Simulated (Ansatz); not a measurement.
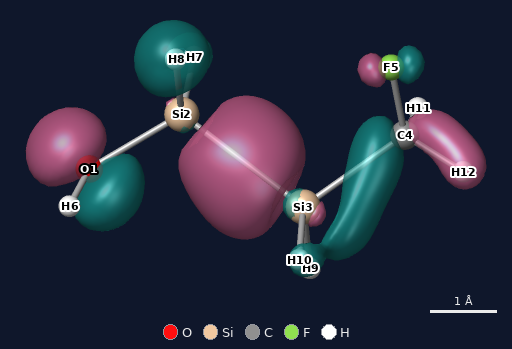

CH₇FOSi₂. One frontier orbital at ±0.15 Å⁻³ᐟ² (teal and pink are the two phases), seen across its widest extent.

The calculation used RKS PBE0/def2-SVP in Ansatz 0.2.0.

```yaml
atoms:
  - { symbol: O, position_ang: [-2.4293, -0.6554, 1.4341] }
  - { symbol: Si, position_ang: [-1.5379, -0.0530, 0.1523] }
  - { symbol: Si, position_ang: [0.7836, -0.2196, 0.5069] }
  - { symbol: C, position_ang: [1.6494, 0.2356, -1.1333] }
  - { symbol: F, position_ang: [1.0769, 1.3917, -1.6341] }
  - { symbol: H, position_ang: [-2.3610, -0.1775, 2.2657] }
  - { symbol: H, position_ang: [-1.9061, -0.8851, -1.0281] }
  - { symbol: H, position_ang: [-1.8833, 1.3755, -0.1363] }
  - { symbol: H, position_ang: [1.1900, -1.6086, 0.8940] }
  - { symbol: H, position_ang: [1.2342, 0.7142, 1.5877] }
  - { symbol: H, position_ang: [1.5277, -0.5734, -1.8752] }
  - { symbol: H, position_ang: [2.7328, 0.4002, -0.9998] }
```

> Which orbital is it: HOMO or LUMO?

The HOMO, at −7.66 eV. By Hirshfeld shares it lies mainly on Si3 (about 30 %), Si2 (about 25 %), O1 (about 20 %), C4 (about 5 %) and H8 (about 5 %).
